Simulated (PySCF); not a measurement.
# C₆H₁₀N₂: first hyperpolarisability

Wanted: first hyperpolarisability for C₆H₁₀N₂ (`CN/N=C/[C@]12C[C@H]1C2`).

Programs: PySCF 2.14.0, with routines of our own; each step states its level. All values are computed. Atoms count from 0.

## 1. The starting structure

18 atoms, charge 0, multiplicity 1; geometry from: GFN2-xTB.

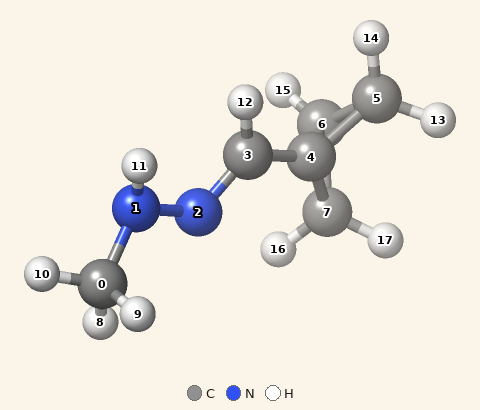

The starting geometry (carbon grey, nitrogen blue, hydrogen white).

## 2. First hyperpolarisability: quadratic response CAM-B3LYP/def2-SVPD

Job settings and geometry (Å):

```
{"job": {"kind": "beta", "xc": "CAM-B3LYP", "basis": "def2-SVPD", "wavelengths": [1064]}, "charge": 0, "multiplicity": 1}
C      3.366922    -0.430387     0.064214
N      2.197407     0.058951     0.749997
N      1.029018    -0.155213     0.127945
C      0.014431     0.569145     0.385105
C     -1.261447     0.282906    -0.206420
C     -2.591101     0.964881    -0.086190
C     -2.487036    -0.491727     0.219955
C     -1.745651    -0.884292    -1.013343
H      3.121247    -1.405513    -0.350866
H      3.691929     0.226193    -0.752673
H      4.178951    -0.534927     0.782695
H      2.310142     0.961368     1.218168
H      0.066304     1.439467     1.055727
H     -3.099195     1.268652    -0.995644
H     -2.737818     1.650270     0.740426
H     -2.711780    -1.037766     1.110614
H     -1.147168    -1.784617    -0.982007
H     -2.203916    -0.691074    -1.977120
```

Method: quadratic response CAM-B3LYP/def2-SVPD first hyperpolarisability, Taylor convention, gas phase.

Command:

```console
$ OMP_NUM_THREADS=1 python excited_run.py task.json out
```

One launch serves the whole session: the jobs run in the order shown.

Log:

```text
coarse grid: 14840 points
cycle   1  E = -343.5233404578  dE =  1.629e+00  |g| = 3.075e-01  |ddm| = 7.214e+00
cycle   2  E = -343.5416664811  dE = -1.833e-02  |g| = 2.303e-01  |ddm| = 1.491e+00
cycle   3  E = -343.5523339412  dE = -1.067e-02  |g| = 8.629e-02  |ddm| = 5.774e-01
cycle   4  E = -343.5537455283  dE = -1.412e-03  |g| = 3.374e-02  |ddm| = 1.786e-01
cycle   5  E = -343.5539957082  dE = -2.502e-04  |g| = 8.168e-03  |ddm| = 7.014e-02
cycle   6  E = -343.5540121987  dE = -1.649e-05  |g| = 2.531e-03  |ddm| = 2.678e-02
cycle   7  E = -343.5540138164  dE = -1.618e-06  |g| = 9.083e-04  |ddm| = 6.735e-03
final grid: 142952 points
cycle   8  E = -343.6156555479  dE = -4.466e-05  |g| = 4.188e-03  |ddm| = 1.143e-01
cycle   9  E = -343.6156563734  dE = -8.255e-07  |g| = 4.036e-03  |ddm| = 1.965e-02
cycle  10  E = -343.6156601237  dE = -3.750e-06  |g| = 6.259e-04  |ddm| = 7.761e-03
cycle  11  E = -343.6156601987  dE = -7.494e-08  |g| = 2.916e-04  |ddm| = 1.496e-03
cycle  12  E = -343.6156602179  dE = -1.922e-08  |g| = 7.995e-05  |ddm| = 7.464e-04
cycle  13  E = -343.6156602193  dE = -1.469e-09  |g| = 1.337e-05  |ddm| = 1.873e-04
cycle  14  E = -343.6156602194  dE = -5.514e-11  |g| = 8.180e-06  |ddm| = 6.757e-05
converged SCF energy = -343.6156602194

Lowest singlets (eV, f): 5.1072 0.4737  5.4183 0.0316  5.9326 0.0017

First hyperpolarisability (au)
process     nm      |vector|   parallel      HRS      DR
static         -      194.31     -14.52       88.8   3.797
shg       1064.0      252.92     -15.69     114.76   3.922
eope      1064.0      210.98     -14.93          -       -
```

It took 54 s on 1 thread of Arm Neoverse V2, shared host; peak memory 0.99 GiB.

The fields below are evaluated on a grid from the run's orbitals.

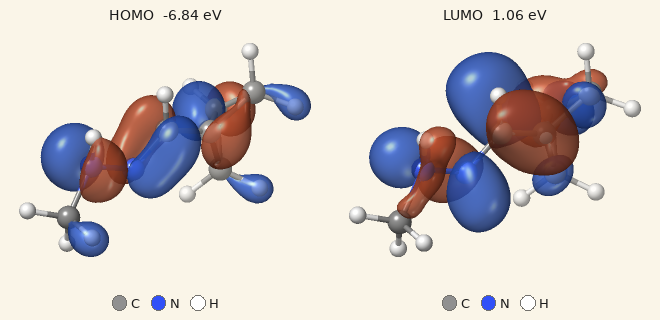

Frontier orbitals at CAM-B3LYP/def2-SVPD; each surface holds 70 % of the orbital's density, blue and red mark the sign.

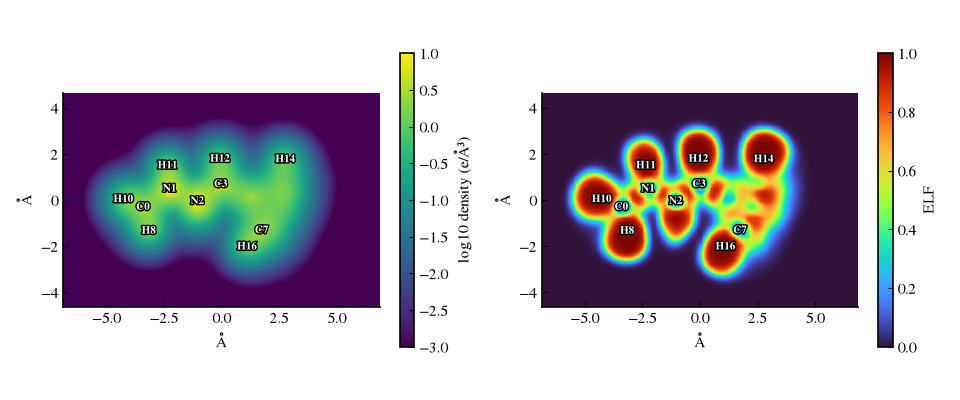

Density (left) and ELF (right) in a plane through or near 11 of the atoms.

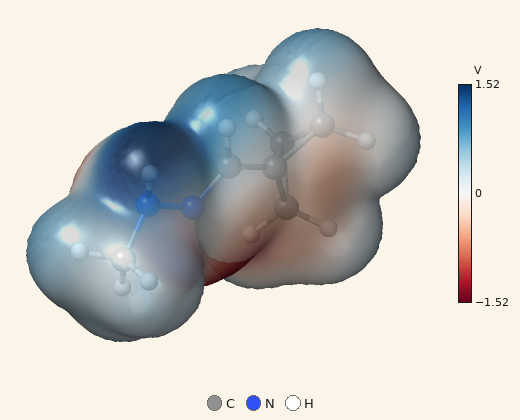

The potential that a unit positive charge feels on the 0.002 e/bohr³ surface, from -1.45 V near N2 to 1.52 V near H11.

## 3. First hyperpolarisability: quadratic response BHandHLYP/6-31G*

The job, as its differences from that of step 2:

```diff
@@ -1,2 +1,2 @@
-{"job": {"kind": "beta", "xc": "CAM-B3LYP", "basis": "def2-SVPD", "wavelengths": [1064]}, "charge": 0, "multiplicity": 1}
+{"job": {"kind": "beta", "xc": "BHandHLYP", "basis": "6-31G*", "wavelengths": [1064]}, "charge": 0, "multiplicity": 1}
 C      3.366922    -0.430387     0.064214
```

With the program's defaults for keys left out, this is: quadratic response BHandHLYP/6-31G* first hyperpolarisability, Taylor convention, gas phase.

Log:

```text
coarse grid: 14840 points
cycle   1  E = -343.8066192307  dE =  1.778e+00  |g| = 3.317e-01  |ddm| = 4.068e+00
cycle   2  E = -343.8344407367  dE = -2.782e-02  |g| = 1.955e-01  |ddm| = 6.310e-01
cycle   3  E = -343.8422121350  dE = -7.771e-03  |g| = 8.247e-02  |ddm| = 3.022e-01
cycle   4  E = -343.8435848365  dE = -1.373e-03  |g| = 3.166e-02  |ddm| = 8.321e-02
cycle   5  E = -343.8438035456  dE = -2.187e-04  |g| = 7.296e-03  |ddm| = 3.665e-02
cycle   6  E = -343.8438173007  dE = -1.376e-05  |g| = 2.218e-03  |ddm| = 9.746e-03
cycle   7  E = -343.8438186360  dE = -1.335e-06  |g| = 8.478e-04  |ddm| = 3.239e-03
final grid: 142952 points
cycle   8  E = -343.8035565407  dE = -1.416e-05  |g| = 3.486e-03  |ddm| = 1.433e-02
cycle   9  E = -343.8035576989  dE = -1.158e-06  |g| = 2.987e-03  |ddm| = 7.021e-03
cycle  10  E = -343.8035598425  dE = -2.144e-06  |g| = 3.336e-04  |ddm| = 2.867e-03
cycle  11  E = -343.8035598653  dE = -2.285e-08  |g| = 1.606e-04  |ddm| = 4.622e-04
cycle  12  E = -343.8035598712  dE = -5.851e-09  |g| = 5.517e-05  |ddm| = 2.092e-04
cycle  13  E = -343.8035598719  dE = -7.240e-10  |g| = 1.064e-05  |ddm| = 6.329e-05
converged SCF energy = -343.8035598719

Lowest singlets (eV, f): 5.7269 0.6383  6.2761 0.0045  7.0078 0.0166

First hyperpolarisability (au)
process     nm      |vector|   parallel      HRS      DR
static         -      127.73     -33.31      68.77   2.816
shg       1064.0      152.15     -36.46       80.5   2.929
eope      1064.0      134.93     -34.33          -       -
```

Run time: 15 s. Hardware: 1 thread of Arm Neoverse V2, shared host; peak memory 0.74 GiB.

## 4. First hyperpolarisability: quadratic response CAM-B3LYP/cc-pVDZ in dimethylsulfoxide

The job, as its differences from that of step 3:

```diff
@@ -1,2 +1,2 @@
-{"job": {"kind": "beta", "xc": "BHandHLYP", "basis": "6-31G*", "wavelengths": [1064]}, "charge": 0, "multiplicity": 1}
+{"job": {"kind": "beta", "xc": "CAM-B3LYP", "basis": "cc-pVDZ", "wavelengths": [800], "solvent": "dimethylsulfoxide", "frozen_core": false}, "charge": 0, "multiplicity": 1}
 C      3.366922    -0.430387     0.064214
```

Method: quadratic response CAM-B3LYP/cc-pVDZ first hyperpolarisability, Taylor convention, IEF-PCM dimethylsulfoxide (non-equilibrium response, no local-field factor).

Log:

```text
coarse grid: 14840 points
cycle   1  E = -343.8077413755  dE =  1.744e+00  |g| = 2.846e-01  |ddm| = 7.845e+00
cycle   2  E = -343.8261092472  dE = -1.837e-02  |g| = 1.842e-01  |ddm| = 9.568e-01
cycle   3  E = -343.8328209482  dE = -6.712e-03  |g| = 7.013e-02  |ddm| = 3.654e-01
cycle   4  E = -343.8338135040  dE = -9.926e-04  |g| = 2.623e-02  |ddm| = 1.211e-01
cycle   5  E = -343.8339659072  dE = -1.524e-04  |g| = 5.681e-03  |ddm| = 4.703e-02
cycle   6  E = -343.8339751562  dE = -9.249e-06  |g| = 1.729e-03  |ddm| = 1.181e-02
final grid: 142952 points
cycle   7  E = -343.8618770070  dE = -2.545e-05  |g| = 4.155e-03  |ddm| = 3.925e-02
cycle   8  E = -343.8618782226  dE = -1.216e-06  |g| = 3.771e-03  |ddm| = 1.470e-02
cycle   9  E = -343.8618817324  dE = -3.510e-06  |g| = 3.682e-04  |ddm| = 6.559e-03
cycle  10  E = -343.8618817590  dE = -2.665e-08  |g| = 2.097e-04  |ddm| = 8.759e-04
cycle  11  E = -343.8618817691  dE = -1.005e-08  |g| = 6.301e-05  |ddm| = 3.890e-04
cycle  12  E = -343.8618817701  dE = -1.050e-09  |g| = 1.310e-05  |ddm| = 1.186e-04
cycle  13  E = -343.8618817702  dE = -7.526e-11  |g| = 5.820e-06  |ddm| = 4.488e-05
converged SCF energy = -343.8618817702

Lowest singlets (eV, f): 5.2541 0.7026  6.1221 0.0043  6.6209 0.0078

First hyperpolarisability (au)
process     nm      |vector|   parallel      HRS      DR
shg        800.0      404.33      13.48     184.42   3.889
```

It took 34 s on 1 thread of Arm Neoverse V2, shared host; peak memory 0.9 GiB.

## 5. First hyperpolarisability: quadratic response HF/def2-SVPD

The job, as its differences from that of step 4:

```diff
@@ -1,2 +1,2 @@
-{"job": {"kind": "beta", "xc": "CAM-B3LYP", "basis": "cc-pVDZ", "wavelengths": [800], "solvent": "dimethylsulfoxide", "frozen_core": false}, "charge": 0, "multiplicity": 1}
+{"job": {"kind": "beta", "xc": "HF", "basis": "def2-SVPD", "wavelengths": [1064]}, "charge": 0, "multiplicity": 1}
 C      3.366922    -0.430387     0.064214
```

With the program's defaults for keys left out, this is: quadratic response HF/def2-SVPD first hyperpolarisability, Taylor convention, gas phase.

Log:

```text
final grid: 142952 points
cycle   1  E = -341.4430698944  dE =  2.422e+00  |g| = 5.308e-01  |ddm| = 6.963e+00
cycle   2  E = -341.5377162267  dE = -9.465e-02  |g| = 1.875e-01  |ddm| = 1.525e+00
cycle   3  E = -341.5471119586  dE = -9.396e-03  |g| = 7.829e-02  |ddm| = 6.059e-01
cycle   4  E = -341.5490957776  dE = -1.984e-03  |g| = 2.450e-02  |ddm| = 2.420e-01
cycle   5  E = -341.5492717793  dE = -1.760e-04  |g| = 6.739e-03  |ddm| = 7.648e-02
cycle   6  E = -341.5493012479  dE = -2.947e-05  |g| = 3.294e-03  |ddm| = 3.490e-02
cycle   7  E = -341.5493067974  dE = -5.550e-06  |g| = 1.037e-03  |ddm| = 1.755e-02
cycle   8  E = -341.5493076059  dE = -8.084e-07  |g| = 3.769e-04  |ddm| = 7.557e-03
cycle   9  E = -341.5493077052  dE = -9.931e-08  |g| = 1.677e-04  |ddm| = 2.707e-03
cycle  10  E = -341.5493077284  dE = -2.325e-08  |g| = 6.188e-05  |ddm| = 1.377e-03
cycle  11  E = -341.5493077318  dE = -3.433e-09  |g| = 2.103e-05  |ddm| = 4.468e-04
cycle  12  E = -341.5493077322  dE = -3.758e-10  |g| = 5.422e-06  |ddm| = 1.600e-04
converged SCF energy = -341.5493077322

Lowest singlets (eV, f): 5.8204 0.5470  6.1727 0.0487  6.4166 0.0040

First hyperpolarisability (au)
process     nm      |vector|   parallel      HRS      DR
static         -      195.39      -1.73      82.36   4.718
shg       1064.0      243.26      -1.47     102.01    4.79
eope      1064.0      209.49      -1.65          -       -
```

Run time: 16 s. Hardware: 1 thread of Arm Neoverse V2, shared host; peak memory 0.88 GiB.

## 6. First hyperpolarisability: quadratic response X3LYP/6-31G

The job, as its differences from that of step 5:

```diff
@@ -1,2 +1,2 @@
-{"job": {"kind": "beta", "xc": "HF", "basis": "def2-SVPD", "wavelengths": [1064]}, "charge": 0, "multiplicity": 1}
+{"job": {"kind": "beta", "xc": "X3LYP", "basis": "6-31G", "wavelengths": [1064], "frozen_core": false}, "charge": 0, "multiplicity": 1}
 C      3.366922    -0.430387     0.064214
```

With the program's defaults for keys left out, this is: quadratic response X3LYP/6-31G first hyperpolarisability, Taylor convention, gas phase.

Log:

```text
coarse grid: 14840 points
cycle   1  E = -343.7651684420  dE =  1.508e+00  |g| = 3.556e-01  |ddm| = 4.255e+00
cycle   2  E = -343.7678688796  dE = -2.700e-03  |g| = 3.689e-01  |ddm| = 1.213e+00
cycle   3  E = -343.8046387745  dE = -3.677e-02  |g| = 6.565e-02  |ddm| = 5.692e-01
cycle   4  E = -343.8051275895  dE = -4.888e-04  |g| = 4.658e-02  |ddm| = 1.058e-01
cycle   5  E = -343.8056426330  dE = -5.150e-04  |g| = 8.603e-03  |ddm| = 6.186e-02
cycle   6  E = -343.8056593159  dE = -1.668e-05  |g| = 2.559e-03  |ddm| = 1.206e-02
cycle   7  E = -343.8056607150  dE = -1.399e-06  |g| = 9.301e-04  |ddm| = 4.348e-03
final grid: 142952 points
cycle   8  E = -343.7437196057  dE = -1.398e-05  |g| = 6.209e-03  |ddm| = 2.393e-02
cycle   9  E = -343.7437161378  dE =  3.468e-06  |g| = 7.321e-03  |ddm| = 1.573e-02
cycle  10  E = -343.7437294342  dE = -1.330e-05  |g| = 1.550e-03  |ddm| = 8.772e-03
cycle  11  E = -343.7437300465  dE = -6.123e-07  |g| = 1.880e-04  |ddm| = 1.940e-03
cycle  12  E = -343.7437300535  dE = -6.966e-09  |g| = 8.245e-05  |ddm| = 3.239e-04
cycle  13  E = -343.7437300550  dE = -1.525e-09  |g| = 2.469e-05  |ddm| = 1.203e-04
cycle  14  E = -343.7437300551  dE = -1.434e-10  |g| = 5.091e-06  |ddm| = 3.041e-05
converged SCF energy = -343.7437300551

Lowest singlets (eV, f): 5.3640 0.5943  5.9272 0.0061  6.4055 0.0135

First hyperpolarisability (au)
process     nm      |vector|   parallel      HRS      DR
static         -      166.18     -71.93      89.14   2.832
shg       1064.0      197.35     -86.45     104.93   2.913
eope      1064.0      175.45     -76.22          -       -
```

Wall time 12 s (1 thread of Arm Neoverse V2, shared host); peak memory 0.6 GiB.

## 7. First hyperpolarisability: quadratic response B3LYP/def2-SVPD

The job, as its differences from that of step 6:

```diff
@@ -1,2 +1,2 @@
-{"job": {"kind": "beta", "xc": "X3LYP", "basis": "6-31G", "wavelengths": [1064], "frozen_core": false}, "charge": 0, "multiplicity": 1}
+{"job": {"kind": "beta", "xc": "B3LYP", "basis": "def2-SVPD", "wavelengths": [1064, 694.3, 532, 436], "scf": {"level_shift": 2.0, "guess": "random", "max_cycle": 87}}, "charge": 0, "multiplicity": 1}
 C      3.366922    -0.430387     0.064214
```

With the program's defaults for keys left out, this is: quadratic response B3LYP/def2-SVPD first hyperpolarisability, Taylor convention, gas phase.

Log:

```text
start from random orthonormal orbitals
final grid: 142952 points
cycle   1  E = -284.3524583318  dE = -2.385e+02  |g| = 1.267e+01  |ddm| = 7.854e+03
cycle   2  E = -277.8012486771  dE =  6.551e+00  |g| = 1.059e+01  |ddm| = 4.070e+02
cycle   3  E = -333.3817139825  dE = -5.558e+01  |g| = 4.722e+00  |ddm| = 1.064e+02
cycle   4  E = -338.8857501735  dE = -5.504e+00  |g| = 2.958e+00  |ddm| = 3.460e+01
cycle   5  E = -340.8683501859  dE = -1.983e+00  |g| = 2.122e+00  |ddm| = 2.415e+01
cycle   6  E = -341.9510075234  dE = -1.083e+00  |g| = 1.541e+00  |ddm| = 1.742e+01
cycle   7  E = -342.5910934222  dE = -6.401e-01  |g| = 1.147e+00  |ddm| = 1.203e+01
cycle   8  E = -342.9504358025  dE = -3.593e-01  |g| = 9.394e-01  |ddm| = 8.620e+00
cycle   9  E = -343.1928038689  dE = -2.424e-01  |g| = 7.847e-01  |ddm| = 6.075e+00
cycle  10  E = -343.3730016131  dE = -1.802e-01  |g| = 6.347e-01  |ddm| = 4.879e+00
[... 67 cycles left out ...]
cycle  78  E = -343.8072822573  dE = -3.507e-09  |g| = 1.034e-04  |ddm| = 5.758e-04
cycle  79  E = -343.8072822602  dE = -2.977e-09  |g| = 9.220e-05  |ddm| = 5.168e-04
cycle  80  E = -343.8072822626  dE = -2.366e-09  |g| = 8.299e-05  |ddm| = 4.625e-04
cycle  81  E = -343.8072822645  dE = -1.872e-09  |g| = 7.558e-05  |ddm| = 4.131e-04
cycle  82  E = -343.8072822660  dE = -1.539e-09  |g| = 6.822e-05  |ddm| = 3.699e-04
cycle  83  E = -343.8072822672  dE = -1.222e-09  |g| = 6.218e-05  |ddm| = 3.310e-04
cycle  84  E = -343.8072822682  dE = -9.840e-10  |g| = 5.694e-05  |ddm| = 2.959e-04
cycle  85  E = -343.8072822690  dE = -7.886e-10  |g| = 5.247e-05  |ddm| = 2.647e-04
cycle  86  E = -343.8072822697  dE = -6.878e-10  |g| = 4.647e-05  |ddm| = 2.387e-04
cycle  87  E = -343.8072822702  dE = -5.341e-10  |g| = 4.227e-05  |ddm| = 2.132e-04
SCF not converged, last energy = -343.8072822702
```

Run time: 2 min. Hardware: 1 thread of Arm Neoverse V2, shared host; peak memory 1.1 GiB.

**What went wrong.** The energy still falls at cycle 87 (gradient 4.2e-05): so large a level shift slows each step until the cap is reached. The remedy is to lower it to 0.1 to 0.3, or drop it. Numbers printed on the way are no properties of the molecule.

## 8. Summary of results

| quantity | value |
| --- | --- |
| β vector (step 2, quadratic response CAM-B3LYP/def2-SVPD) | static 194, SHG 1064.0 nm 253 au |
| potential on the surface of density 0.002 e/bohr³, 1st and 99th percentile | -1.45 V and 1.52 V |
| β vector (step 3, quadratic response BHandHLYP/6-31G*) | static 128, SHG 1064.0 nm 152 au |
| β vector (step 4, quadratic response CAM-B3LYP/cc-pVDZ in dimethylsulfoxide) | SHG 800.0 nm 404 au |
| β vector (step 5, quadratic response HF/def2-SVPD) | static 195, SHG 1064.0 nm 243 au |
| β vector (step 6, quadratic response X3LYP/6-31G) | static 166, SHG 1064.0 nm 197 au |
| runs | 1 failed, 0 ended on unsound input |

**Reading.** β grows from 194 au (static) to 253 au for doubling at 1064.0 nm: normal dispersion, which grows as twice the photon energy moves toward the bright states. β grows from 128 au (static) to 152 au for doubling at 1064.0 nm: normal dispersion, which grows as twice the photon energy moves toward the bright states. β grows from 195 au (static) to 243 au for doubling at 1064.0 nm: normal dispersion, which grows as twice the photon energy moves toward the bright states. β grows from 166 au (static) to 197 au for doubling at 1064.0 nm: normal dispersion, which grows as twice the photon energy moves toward the bright states.
